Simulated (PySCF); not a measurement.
```
atom    x (Å)    y (Å)    z (Å)
   C  -3.2776   0.5364  -0.4460
   C  -1.9268   0.5302   0.2522
   O  -1.3472  -0.7435   0.1520
  Si   0.1865  -1.1364  -0.1935
   C   1.3089  -1.1460   1.3409
   C   2.3875  -0.3703   1.3966
  Si   2.8152   0.7609  -0.0602
   P   1.1326   0.4316  -1.5038
   H  -3.1468   0.3084  -1.5005
   H  -3.9257  -0.2168  -0.0055
   H  -3.7425   1.5133  -0.3458
   H  -1.2620   1.2758  -0.2046
   H  -2.0427   0.7739   1.3155
   H   0.0104  -2.4564  -0.7861
   H   1.0470  -1.7891   2.1729
   H   3.0234  -0.3671   2.2735
   H   2.8156   2.1672   0.3611
   H   4.1209   0.4058  -0.6261
   H   1.8138  -0.4687  -2.2936
```

Geometry: GFN2-xTB.

Level of theory: PySCF 2.14.0, PBE0/pcSseg-1, SCF density, gas phase, non-relativistic.

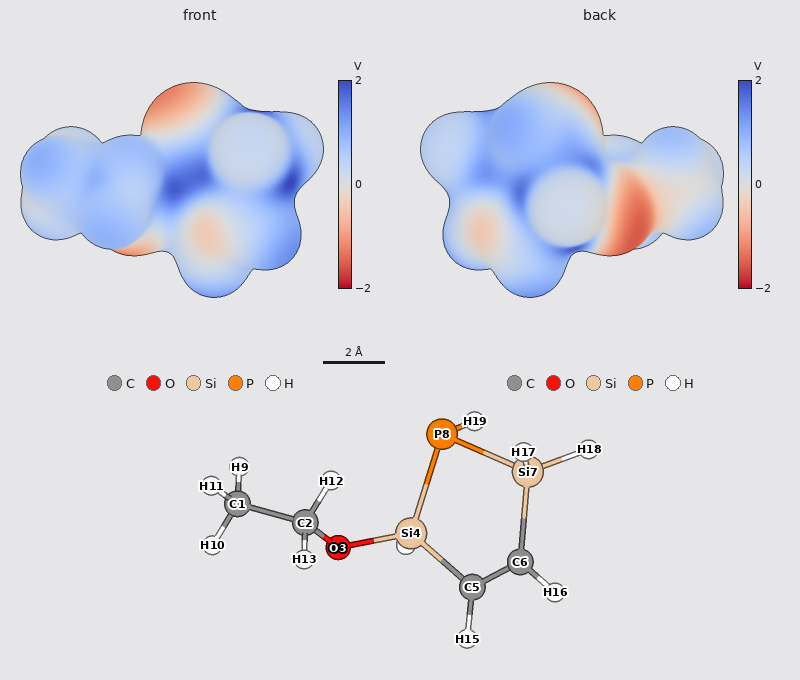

C4H11OPSi2. The electrostatic potential painted on the density surface at 0.004 e/bohr³, seen from the front and from behind; the colour scale runs from red (negative) to blue (positive). The bare structure is drawn below in the same view.

> Which sites attract a positive test charge, and which a negative one?

A positive charge is drawn to the negative regions and a negative charge to the positive ones. The most negative region (about −1.5 V, or −35 kcal/mol for a unit charge) lies over O3, the most positive (about +1.9 V, or +44 kcal/mol for a unit charge) over Si4 and Si7. O3 is the likeliest acceptor of a hydrogen bond.

> What dipole moment does the calculation give?

Its dipole moment is 1.22 D.
